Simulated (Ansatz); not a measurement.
# BH (triplet): the correlation ladder at distance B1–H2 = 1.194 Å, cc-pVQZ

Aim: climb from Hartree-Fock through coupled cluster and multireference methods for BH (triplet) at one geometry and basis, and see what each rung misses.

Method: cc-pVQZ, core rule «outside noble gas», up to 1 orbitals frozen; program: Ansatz 0.2.0, Gaussian basis.

Plan: UHF; CCSD(T) on ROHF; CCSD(T) on UHF; BCCD(T) on ROHF; CCSDT(Q) on ROHF; CCSDT(Q) on UHF; CASSCF and NEVPT2, 4 electrons in 5 orbitals; Full CI.

17 further runs of the same task are left out: 10 that didn't finish, 7 set aside as unsound or not needed.

### Step 1. The system

The geometry derives from a PBE0/def2-TZVP stationary point (not a proven minimum). One bond is set to the value named and the two fragments are kept rigid.

2 atoms, charge 0, spin multiplicity 3.

Atoms are counted from 1 here; the program's logs count them from 0.

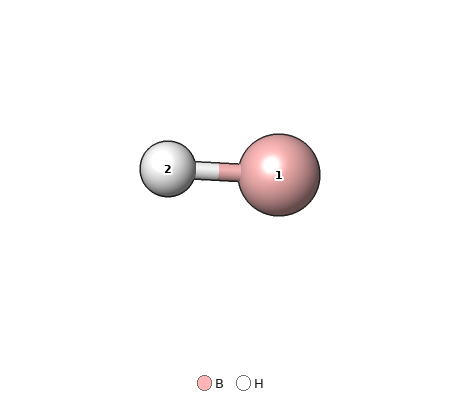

The geometry (boron pink, hydrogen white); atoms are numbered from 1 in the order of the file.

### Step 2. UHF

The input, in.yaml:

```yaml
crystal:
  periodic: [false, false, false]
  atoms:
    - {symbol: B, position_ang: [0.000000, 0.000000, 0.000000]}
    - {symbol: H, position_ang: [0.000000, 0.000000, 1.194000]}
basis:
  gaussian: {orbitals: cc-pVQZ}
magnetization: {spin_polarized: true, initial_magnetization: 2}
hamiltonian: {xc: hf}
output: {orbitals: {seedname: orbitals}}
```

The run is started by

```sh
> ansatz run in.yaml --threads 1 --pin off --events-out ev --progress --plain --max-ram 2393MiB
```

The runs that follow: CCSD(T) on ROHF; CCSD(T) on UHF; BCCD(T) on ROHF; CCSDT(Q) on ROHF; CCSDT(Q) on UHF; CASSCF and NEVPT2, 4 electrons in 5 orbitals; Full CI.

**Question.** What will the summary of the whole plan be? Wanted: FCI below the RHF energy; RMP2 from FCI; UMP2 from FCI; RCCSD from FCI; RCCSD(T) from FCI; UCCSD(T) from FCI; RCCSDT(Q) from FCI; UCCSDT(Q) from FCI; NEVPT2 valence from FCI.

As calculated:

```
                         quantity                                                              value
         FCI below the RHF energy                                                         -1.9088 eV
                    RMP2 from FCI                                                         +414.0 meV
                    UMP2 from FCI                                                         +411.1 meV
                   RCCSD from FCI                                                          +54.2 meV
                RCCSD(T) from FCI                                                          +11.5 meV
                UCCSD(T) from FCI                                                          +10.8 meV
               RCCSDT(Q) from FCI                                                           -0.1 meV
               UCCSDT(Q) from FCI                                                           -0.8 meV
          NEVPT2 valence from FCI                                                         +371.3 meV
levels within 1 kcal/mol (43 meV)  RCCSD(T), UCCSD(T), BCCD(T), RCCSDT, UCCSDT, RCCSDT(Q), UCCSDT(Q)
                    T1 diagnostic                                                              0.023
   effectively unpaired electrons                                                               2.01
```

RCCSD(T) lands +11.5 meV from the yardstick (0.6 % of the correlation energy). One determinant dominates. These misses are within one basis, not against nature; the frozen cores of restricted and unrestricted runs differ, which can shift their rows.
